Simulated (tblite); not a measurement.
## Run report: C5H12FPSi, geometry relaxation (part 1 of 2)

The run: geometry relaxation of C5H12FPSi. Method and program: GFN2-xTB geometry optimisation, gas phase (tblite 0.8.0).

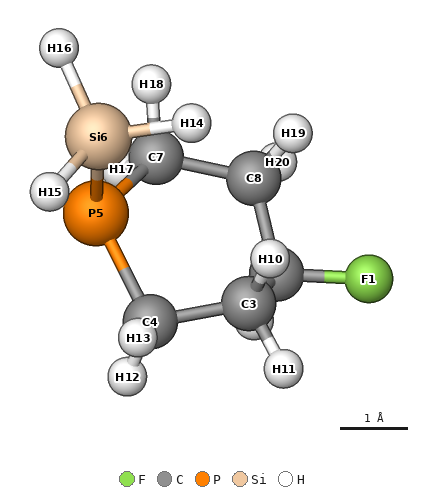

The input geometry (ball-and-stick view, seen at a tilt; atoms are numbered from 1 in the order of the input). Bond lengths as drawn: C–C 1.50 to 1.51 Å, C–F 1.39 Å, C–H 1.09 to 1.13 Å, C–P 1.84 to 1.86 Å, H–Si 1.46 to 1.49 Å and P–Si 2.21 Å.

Key numbers

```json
{"quantity": "outcome", "value": "converged"}
{"quantity": "total energy", "value": "−702.6459 eV"}
{"quantity": "hardware", "value": "1 CPU thread, shared host"}
{"quantity": "wall time", "value": "0.56 s"}
{"quantity": "peak memory", "value": "0.18 GiB"}
```

The input
```
{"job": {"kind": "relax", "xc": "GFN2-xTB", "basis": "xTB"}, "charge": 0, "multiplicity": 1}
F     -2.817400     0.293800     0.900900
C     -1.811400     0.107500    -0.036400
C     -0.842900     1.253800     0.167800
C      0.158300     1.394100    -0.948700
P      1.117400    -0.200400    -0.932400
Si     2.667000     0.029500     0.626000
C     -0.027400    -1.598100    -0.588900
C     -1.200100    -1.231700     0.270900
H     -2.313300     0.151200    -1.020400
H     -0.333300     1.229900     1.132000
H     -1.472300     2.186200     0.155600
H     -0.281900     1.641200    -1.909300
H      0.851800     2.212100    -0.641900
H      2.014800     0.257700     1.923300
H      3.471200     1.211700     0.217000
H      3.498600    -1.164800     0.776300
H     -0.301700    -2.085400    -1.544300
H      0.554300    -2.357000    -0.010300
H     -0.951800    -1.304700     1.357100
H     -1.985000    -2.015800     0.102700
```

The first line tells a small driver script what to run in tblite; the rest is the geometry in Å.

Run as:
```bash
OMP_NUM_THREADS=1 python <driver script> task.json out
```

Output
```
step      E/eV     max force
  0    -701.91506    2.808
  1    -702.15283    2.001
  2    -702.28924    0.950
  3    -702.36857    0.651
  4    -702.40114    0.361
  5    -702.41921    0.322
  6    -702.43650    0.400
  7    -702.45349    0.338
  8    -702.46856    0.307
  9    -702.47761    0.243
 10    -702.48244    0.178
 11    -702.48693    0.164
 12    -702.49246    0.185
 13    -702.49840    0.183
 14    -702.50400    0.241
 15    -702.50933    0.245
 16    -702.51509    0.181
 17    -702.52162    0.220
 18    -702.52905    0.217
 19    -702.53708    0.235
 20    -702.54474    0.207
 21    -702.55117    0.199
 22    -702.55645    0.167
 23    -702.56054    0.143
 24    -702.56415    0.131
 25    -702.56881    0.207
 26    -702.57478    0.274
 27    -702.58062    0.228
 28    -702.58493    0.143
 29    -702.58789    0.147
 30    -702.59049    0.140
 31    -702.59332    0.157
 32    -702.59631    0.139
 33    -702.59958    0.141
 34    -702.60363    0.151
 35    -702.60828    0.158
 36    -702.61271    0.175
 37    -702.61672    0.178
 38    -702.62070    0.155
 39    -702.62446    0.195
 40    -702.62815    0.176
 41    -702.63121    0.102
 42    -702.63340    0.099
 43    -702.63512    0.149
 44    -702.63693    0.128
 45    -702.63791    0.055
 46    -702.63854    0.047
 47    -702.63910    0.076
 48    -702.63976    0.097
 49    -702.64032    0.072
 50    -702.64073    0.045
 51    -702.64108    0.047
 52    -702.64146    0.051
 53    -702.64186    0.049
 54    -702.64220    0.041
 55    -702.64246    0.040
 56    -702.64270    0.046
 57    -702.64293    0.049
 58    -702.64314    0.043
 59    -702.64332    0.032
 60    -702.64354    0.042
 61    -702.64388    0.062
 62    -702.64431    0.062
 63    -702.64470    0.055
 64    -702.64494    0.034
 65    -702.64509    0.022
 66    -702.64522    0.026
 67    -702.64533    0.024
 68    -702.64540    0.017
 69    -702.64545    0.016
 70    -702.64551    0.018
 71    -702.64559    0.026
 72    -702.64567    0.025
 73    -702.64573    0.015
 74    -702.64576    0.014
 75    -702.64580    0.012
 76    -702.64584    0.013
 77    -702.64587    0.011
 78    -702.64590    0.011
 79    -702.64591    0.007
```

Trajectory as extended XYZ (Å, eV, eV/Å), 24 of the 80 frames kept, from step=0 to step=79
```
20
Properties=species:S:1:pos:R:3:forces:R:3 step=0 energy=-701.91506
F    -2.8174    0.2938    0.9009   -0.4030   0.0030  -0.0180
C    -1.8114    0.1075   -0.0364   -0.1640   0.2350   0.5710
C    -0.8429    1.2538    0.1678   -1.2100   1.7760  -0.3320
C     0.1583    1.3941   -0.9487    0.6980  -0.1000   1.1700
P     1.1174   -0.2004   -0.9324    1.7190  -0.0340  -2.2200
Si    2.6670    0.0295    0.6260   -0.2650   0.3720   0.5160
C    -0.0274   -1.5981   -0.5889    0.5840  -0.5940   0.5780
C    -1.2001   -1.2317    0.2709   -1.2060  -1.4510   0.5130
H    -2.3133    0.1512   -1.0204    0.3010  -0.0410   0.1760
H    -0.3333    1.2299    1.1320   -0.1440  -0.3360   0.0100
H    -1.4723    2.1862    0.1556    0.2980  -0.5250   0.2650
H    -0.2819    1.6412   -1.9093   -0.0310  -0.2360  -0.1010
H     0.8518    2.2121   -0.6419   -0.1780  -0.5210  -0.5190
H     2.0148    0.2577    1.9233    0.2220   0.1040   0.1820
H     3.4712    1.2117    0.2170   -0.2890  -0.3870   0.1050
H     3.4986   -1.1648    0.7763   -0.1150   0.0250  -0.1870
H    -0.3017   -2.0854   -1.5443   -0.0360   0.4490   0.3250
H     0.5543   -2.3570   -0.0103   -0.0580   0.3850  -0.5730
H    -0.9518   -1.3047    1.3571   -0.0450   0.3830  -0.6950
H    -1.9850   -2.0158    0.1027    0.3220   0.4940   0.2330
20
Properties=species:S:1:pos:R:3:forces:R:3 step=3 energy=-702.36857
F    -2.8504    0.2953    0.9030   -0.2470  -0.0070  -0.0030
C    -1.8224    0.1141   -0.0082   -0.1040  -0.0170  -0.0040
C    -0.8741    1.2970    0.1686    0.1710  -0.4880   0.0920
C     0.1778    1.3758   -0.9139    0.0270  -0.3160  -0.2890
P     1.2050   -0.2084   -1.0625   -0.1430  -0.0750  -0.1300
Si    2.6497    0.0428    0.6479   -0.2220  -0.1910  -0.2250
C    -0.0065   -1.6011   -0.5688    0.1810   0.4760  -0.2190
C    -1.2271   -1.2634    0.2815    0.3200   0.5230  -0.2190
H    -2.2924    0.1474   -1.0053    0.0930  -0.0230   0.0940
H    -0.3549    1.2133    1.1256   -0.1930  -0.0310   0.1690
H    -1.4796    2.1946    0.1707   -0.1290   0.2950   0.0520
H    -0.2714    1.6171   -1.8930    0.1110  -0.2770   0.2430
H     0.8565    2.1926   -0.6696    0.2180  -0.0330  -0.1070
H     2.0253    0.2669    1.9431   -0.0250   0.1060   0.2430
H     3.4548    1.1902    0.2252   -0.0200  -0.0040   0.0870
H     3.4879   -1.1591    0.7636   -0.1310   0.0950  -0.0840
H    -0.3039   -2.0558   -1.5212   -0.0750   0.1520   0.0590
H     0.5685   -2.3512   -0.0343    0.3000  -0.0960  -0.0350
H    -0.9542   -1.2848    1.3317    0.0330   0.0440   0.2470
H    -1.9936   -2.0127    0.1128   -0.1660  -0.1340   0.0280
20
Properties=species:S:1:pos:R:3:forces:R:3 step=7 energy=-702.45349
F    -2.8890    0.2914    0.8948    0.0620  -0.0390  -0.1230
C    -1.8374    0.1196    0.0015    0.0900   0.0190  -0.0290
C    -0.8712    1.2814    0.1788   -0.0550   0.2030   0.0700
C     0.1919    1.3372   -0.9135   -0.1130   0.1070   0.1640
P     1.2124   -0.2163   -1.1035    0.1010   0.0500   0.0660
Si    2.6056    0.0305    0.6314    0.0080   0.1270   0.1870
C     0.0215   -1.5622   -0.5806   -0.2280  -0.2270   0.1020
C    -1.2059   -1.2352    0.2805   -0.0650  -0.1580   0.1720
H    -2.2824    0.1449   -0.9994   -0.0550   0.0150  -0.0780
H    -0.3879    1.2011    1.1545   -0.0280  -0.0420   0.0650
H    -1.4714    2.2054    0.1787    0.2250  -0.1390  -0.0500
H    -0.2656    1.5687   -1.8765   -0.1140  -0.1130  -0.1010
H     0.8822    2.1632   -0.6973    0.0080  -0.1760  -0.0530
H     2.0296    0.2828    1.9681    0.0290  -0.0110  -0.1560
H     3.4416    1.1791    0.2439   -0.1200  -0.0770   0.0690
H     3.4642   -1.1492    0.7459   -0.1000  -0.0450  -0.0580
H    -0.3170   -2.0232   -1.5139   -0.0430   0.0780  -0.0740
H     0.6060   -2.3373   -0.0625    0.0120   0.2000  -0.1510
H    -0.9493   -1.2682    1.3439    0.0900   0.0880  -0.0360
H    -1.9829   -2.0030    0.1220    0.2950   0.1420   0.0160
20
Properties=species:S:1:pos:R:3:forces:R:3 step=10 energy=-702.48244
F    -2.8993    0.2851    0.8772    0.0420  -0.0040  -0.0420
C    -1.8355    0.1229   -0.0009    0.0370  -0.0170  -0.0260
C    -0.8682    1.2810    0.1914    0.0100  -0.0220   0.0020
C     0.1862    1.3264   -0.9057   -0.0170  -0.0260  -0.0530
P     1.2119   -0.2157   -1.1005    0.0310  -0.0060   0.0230
Si    2.5868    0.0323    0.6379    0.0990  -0.0090   0.0770
C     0.0145   -1.5571   -0.5832    0.0090   0.0390  -0.0610
C    -1.1935   -1.2256    0.2935    0.0240   0.0220  -0.0190
H    -2.2827    0.1453   -1.0050    0.0840  -0.0020  -0.0020
H    -0.4055    1.1924    1.1776    0.0410  -0.0190  -0.0280
H    -1.4469    2.2036    0.1764   -0.0300   0.1600   0.0030
H    -0.2765    1.5332   -1.8768   -0.0980  -0.0290   0.0600
H     0.8969    2.1343   -0.7140   -0.0250   0.0410  -0.0140
H     2.0310    0.2898    1.9666   -0.0850   0.0050   0.0590
H     3.4248    1.1704    0.2599   -0.0220   0.0630   0.0070
H     3.4409   -1.1499    0.7315   -0.0740  -0.0810  -0.0270
H    -0.3303   -2.0015   -1.5214   -0.0760   0.0240  -0.0400
H     0.6270   -2.3144   -0.0887   -0.0090  -0.0740  -0.0120
H    -0.9349   -1.2516    1.3530    0.1250   0.0900   0.0320
H    -1.9517   -1.9903    0.1282   -0.0660  -0.1540   0.0590
20
Properties=species:S:1:pos:R:3:forces:R:3 step=14 energy=-702.50400
F    -2.8992    0.2793    0.8541   -0.0770   0.0080   0.0420
C    -1.8250    0.1224   -0.0068   -0.0410   0.0120   0.0360
C    -0.8662    1.2872    0.1988    0.0150   0.0010  -0.0350
C     0.1805    1.3148   -0.9065    0.0350   0.0270   0.0170
P     1.2220   -0.2150   -1.0898   -0.0310   0.0120   0.0200
Si    2.5910    0.0334    0.6634   -0.1370  -0.0100  -0.0570
C     0.0125   -1.5522   -0.5979    0.0420  -0.0340   0.0080
C    -1.1798   -1.2238    0.3021    0.0480   0.0070  -0.0130
H    -2.2580    0.1444   -1.0152    0.0660  -0.0270  -0.0500
H    -0.4062    1.1825    1.1851    0.0360   0.0620  -0.0460
H    -1.4280    2.2307    0.1772    0.0350  -0.1760   0.0490
H    -0.3144    1.4986   -1.8648    0.0160   0.0150  -0.0160
H     0.8958    2.1233   -0.7342   -0.0780   0.0930  -0.0660
H     2.0082    0.2954    1.9818   -0.0160  -0.0280   0.0390
H     3.4072    1.1833    0.2753    0.0290   0.0240   0.0390
H     3.4037   -1.1782    0.7143   -0.0040  -0.0410   0.0430
H    -0.3604   -1.9757   -1.5374    0.0330   0.0390   0.0160
H     0.6333   -2.3158   -0.1189   -0.1000  -0.1020  -0.0770
H    -0.8889   -1.2134    1.3585    0.0190  -0.0160  -0.1140
H    -1.9332   -2.0107    0.1578    0.1090   0.1360   0.1670
20
Properties=species:S:1:pos:R:3:forces:R:3 step=17 energy=-702.52162
F    -2.9103    0.2756    0.8402    0.0630  -0.0210  -0.0840
C    -1.8219    0.1229   -0.0072    0.0610  -0.0140  -0.0250
C    -0.8604    1.2866    0.2004    0.0000  -0.0560   0.0560
C     0.1798    1.3087   -0.9089   -0.0920   0.0780  -0.0210
P     1.2257   -0.2130   -1.0804    0.0500   0.0160  -0.1320
Si    2.5753    0.0312    0.6763    0.0360   0.0350   0.0930
C     0.0175   -1.5499   -0.6112   -0.1250  -0.0410   0.0320
C    -1.1585   -1.2154    0.3055   -0.0050   0.0710   0.0740
H    -2.2248    0.1385   -1.0298   -0.0340  -0.0200   0.0460
H    -0.3985    1.1847    1.1835    0.0720   0.0150   0.0310
H    -1.4118    2.2303    0.1865   -0.0770  -0.0470   0.0050
H    -0.3423    1.4724   -1.8561    0.0830   0.0160  -0.0940
H     0.8812    2.1338   -0.7625   -0.0470   0.0590  -0.0480
H     1.9855    0.2946    2.0024    0.0680  -0.0710  -0.1070
H     3.3964    1.1966    0.2960   -0.0800  -0.1800   0.0990
H     3.3695   -1.2062    0.7082   -0.0750   0.1510   0.0690
H    -0.3805   -1.9474   -1.5498    0.0440   0.0260  -0.0690
H     0.6218   -2.3396   -0.1561   -0.0510  -0.0690  -0.0540
H    -0.8434   -1.1831    1.3486    0.0940   0.0000   0.0870
H    -1.9052   -2.0104    0.2114    0.0150   0.0530   0.0410
20
Properties=species:S:1:pos:R:3:forces:R:3 step=21 energy=-702.55117
F    -2.9162    0.2648    0.7976    0.0250  -0.0010   0.0100
C    -1.8002    0.1187   -0.0096    0.0690  -0.0330   0.0560
C    -0.8478    1.2825    0.2102    0.0090   0.1140  -0.0670
C     0.1659    1.3126   -0.9230    0.0480  -0.0300  -0.0670
P     1.2347   -0.2059   -1.0858   -0.0870  -0.0030   0.0450
Si    2.5442    0.0278    0.7068   -0.1440  -0.0670  -0.1200
C     0.0091   -1.5512   -0.6348    0.0630   0.0580  -0.0740
C    -1.1167   -1.1960    0.3318    0.0640  -0.1220   0.0460
H    -2.1743    0.1218   -1.0439   -0.0140  -0.0390   0.0690
H    -0.3647    1.1909    1.1862    0.0090  -0.0370  -0.0540
H    -1.4078    2.2179    0.2060   -0.1090   0.0720   0.0050
H    -0.3719    1.4334   -1.8675    0.0110   0.0240  -0.0710
H     0.8400    2.1677   -0.8237    0.0170  -0.0430   0.0140
H     1.9571    0.2746    2.0225   -0.0520  -0.0320   0.0960
H     3.3660    1.1827    0.3571    0.0910   0.0230   0.0280
H     3.2967   -1.2218    0.7204    0.0910  -0.0200   0.0990
H    -0.4092   -1.8898   -1.5881   -0.0970   0.0470  -0.0080
H     0.5835   -2.3953   -0.2367    0.0180   0.1110  -0.0300
H    -0.7369   -1.1269    1.3526    0.0640   0.0350   0.0500
H    -1.8567   -1.9978    0.3188   -0.0750  -0.0550  -0.0280
20
Properties=species:S:1:pos:R:3:forces:R:3 step=24 energy=-702.56415
F    -2.9114    0.2610    0.7875    0.0200   0.0000   0.1190
C    -1.7849    0.1132   -0.0036   -0.0550   0.0100   0.0220
C    -0.8447    1.2915    0.2060   -0.0530  -0.0300  -0.0500
C     0.1630    1.3149   -0.9363   -0.0530   0.0580   0.0020
P     1.2284   -0.2036   -1.0909   -0.0160   0.0200  -0.0320
Si    2.5205    0.0208    0.7051    0.0290   0.0120   0.0870
C     0.0075   -1.5463   -0.6475   -0.0770  -0.0240   0.0290
C    -1.0997   -1.2013    0.3468   -0.0330   0.0530  -0.0230
H    -2.1644    0.1102   -1.0355    0.0490  -0.0720   0.0060
H    -0.3519    1.1901    1.1787   -0.0140   0.0630  -0.1140
H    -1.4250    2.2201    0.2116    0.0420  -0.0540  -0.0200
H    -0.3723    1.4292   -1.8843   -0.0140   0.0290  -0.0160
H     0.8311    2.1737   -0.8393    0.0700  -0.0350  -0.0080
H     1.9467    0.2611    2.0339   -0.0540  -0.0350   0.0010
H     3.3665    1.1715    0.3810    0.0110  -0.0270   0.0190
H     3.2886   -1.2200    0.7413    0.0520  -0.0300   0.0590
H    -0.4273   -1.8680   -1.6005   -0.0990   0.0400   0.0410
H     0.5758   -2.3983   -0.2633    0.0940   0.0540  -0.0580
H    -0.6991   -1.1110    1.3624   -0.0070  -0.0700  -0.0920
H    -1.8526   -1.9981    0.3438    0.1080   0.0350   0.0290
20
Properties=species:S:1:pos:R:3:forces:R:3 step=27 energy=-702.58062
F    -2.9020    0.2546    0.7932    0.0360   0.0030   0.0850
C    -1.7721    0.1063    0.0085   -0.0610  -0.0040  -0.0370
C    -0.8474    1.2992    0.1898    0.0100  -0.0740   0.0240
C     0.1498    1.3254   -0.9589   -0.0130  -0.0230  -0.0370
P     1.2160   -0.1955   -1.0968    0.1140   0.0180  -0.0290
Si    2.4899    0.0095    0.7224    0.1940  -0.0280   0.1170
C    -0.0057   -1.5396   -0.6675   -0.0080   0.0530  -0.0120
C    -1.0731   -1.1974    0.3652    0.0040   0.0740  -0.0100
H    -2.1333    0.0768   -1.0270   -0.0990  -0.0450  -0.0390
H    -0.3327    1.2021    1.1466    0.0360   0.0830   0.0540
H    -1.4386    2.2169    0.2165    0.0000   0.0260  -0.0900
H    -0.3856    1.4227   -1.9095   -0.0020   0.0710   0.0150
H     0.8279    2.1776   -0.8707    0.0000  -0.0060  -0.0140
H     1.9116    0.2342    2.0576   -0.0440  -0.0250  -0.0860
H     3.3661    1.1546    0.4254   -0.1070  -0.1110   0.0300
H     3.2763   -1.2311    0.7820   -0.0860   0.0990   0.0040
H    -0.4817   -1.8209   -1.6141   -0.0240  -0.0220   0.0530
H     0.5799   -2.3970   -0.3248    0.0090  -0.0020  -0.0690
H    -0.6307   -1.0925    1.3584   -0.0010  -0.0600   0.0160
H    -1.8194   -1.9953    0.4006    0.0410  -0.0280   0.0270
20
Properties=species:S:1:pos:R:3:forces:R:3 step=31 energy=-702.59332
F    -2.8886    0.2517    0.8152    0.0290   0.0020   0.0200
C    -1.7705    0.1008    0.0141    0.0420  -0.0040   0.0410
C    -0.8478    1.3001    0.1788    0.0100   0.0380  -0.0330
C     0.1445    1.3272   -0.9768    0.0470  -0.0020   0.0310
P     1.2252   -0.1878   -1.1016   -0.0030  -0.0050  -0.0050
Si    2.4859   -0.0027    0.7436   -0.1420  -0.0010  -0.0670
C    -0.0097   -1.5249   -0.6823    0.0380  -0.0170  -0.0010
C    -1.0545   -1.1915    0.3756    0.0260  -0.0510   0.0150
H    -2.1385    0.0478   -1.0219   -0.0900   0.0250   0.0980
H    -0.3177    1.2251    1.1321   -0.0580   0.0300  -0.0100
H    -1.4469    2.2158    0.1995    0.0390  -0.0270  -0.0870
H    -0.3925    1.4340   -1.9256    0.0220  -0.0140   0.0220
H     0.8256    2.1776   -0.8903   -0.0230   0.0270   0.0110
H     1.8782    0.2121    2.0602   -0.0730   0.0020   0.0190
H     3.3560    1.1321    0.4569    0.0410   0.0850  -0.0010
H     3.2649   -1.2310    0.8121    0.0390  -0.1210  -0.0020
H    -0.5200   -1.7949   -1.6132    0.0500   0.0310  -0.0280
H     0.5828   -2.3912   -0.3754   -0.0280  -0.0250  -0.0090
H    -0.5905   -1.0913    1.3592   -0.0050   0.0390   0.0130
H    -1.7911   -1.9983    0.4365    0.0390  -0.0120  -0.0290
20
Properties=species:S:1:pos:R:3:forces:R:3 step=34 energy=-702.60363
F    -2.8701    0.2502    0.8434    0.0600  -0.0020   0.0860
C    -1.7638    0.0947    0.0256    0.0020  -0.0020   0.0420
C    -0.8442    1.3033    0.1652   -0.0330  -0.0420  -0.0160
C     0.1510    1.3245   -0.9881   -0.0340   0.0750   0.0150
P     1.2377   -0.1830   -1.1097   -0.0920  -0.0240  -0.0810
Si    2.4655   -0.0162    0.7509    0.0980   0.0090   0.0380
C    -0.0029   -1.5109   -0.6957   -0.0850  -0.1170   0.0430
C    -1.0323   -1.1927    0.3852   -0.0090   0.0440  -0.0110
H    -2.1695    0.0279   -0.9975    0.0540   0.0430   0.1020
H    -0.3177    1.2538    1.1234   -0.0810   0.0090  -0.0480
H    -1.4485    2.2144    0.1612    0.0080  -0.0010  -0.0530
H    -0.3912    1.4435   -1.9330    0.0460  -0.1050  -0.0040
H     0.8205    2.1824   -0.9030    0.0490   0.0480   0.0390
H     1.8343    0.1940    2.0608   -0.0380  -0.0060  -0.0340
H     3.3493    1.1236    0.4838   -0.0520  -0.0250   0.0340
H     3.2580   -1.2467    0.8355   -0.0770   0.0260  -0.0220
H    -0.5401   -1.7688   -1.6149    0.0770   0.0810  -0.0730
H     0.5809   -2.3909   -0.4199    0.0340  -0.0650   0.0470
H    -0.5608   -1.0856    1.3661    0.0070   0.0370  -0.0550
H    -1.7613   -2.0068    0.4575    0.0660   0.0170  -0.0480
20
Properties=species:S:1:pos:R:3:forces:R:3 step=38 energy=-702.62070
F    -2.8241    0.2473    0.9162    0.0690  -0.0130   0.1320
C    -1.7526    0.0864    0.0540   -0.0240   0.0360  -0.0030
C    -0.8456    1.3069    0.1401   -0.0240   0.0850   0.0080
C     0.1593    1.3305   -1.0020    0.0160  -0.0890  -0.0040
P     1.2438   -0.1819   -1.1284    0.0920   0.0060   0.1250
Si    2.4457   -0.0358    0.7660   -0.0960   0.0070  -0.0490
C    -0.0009   -1.5094   -0.7126    0.0910   0.1050  -0.0540
C    -0.9962   -1.1894    0.3958   -0.0010   0.0000  -0.0550
H    -2.2081    0.0074   -0.9411    0.0360   0.0100  -0.0880
H    -0.3354    1.3030    1.1043    0.0070   0.0100   0.0410
H    -1.4521    2.2128    0.0855   -0.1090   0.0230   0.0390
H    -0.3804    1.4322   -1.9483    0.0280  -0.0460  -0.0660
H     0.8192    2.1996   -0.9144   -0.0060  -0.0820   0.0140
H     1.7532    0.1634    2.0499    0.0230  -0.0110  -0.0660
H     3.3260    1.1090    0.5364    0.0060   0.0190   0.0310
H     3.2246   -1.2708    0.8648   -0.0450   0.0050  -0.0180
H    -0.5527   -1.7098   -1.6360   -0.0140  -0.0400  -0.0380
H     0.5779   -2.4071   -0.4804   -0.0340   0.0020   0.0460
H    -0.5067   -1.0651    1.3632    0.0780  -0.0080  -0.0160
H    -1.7002   -2.0185    0.4839   -0.0920  -0.0200   0.0210
```
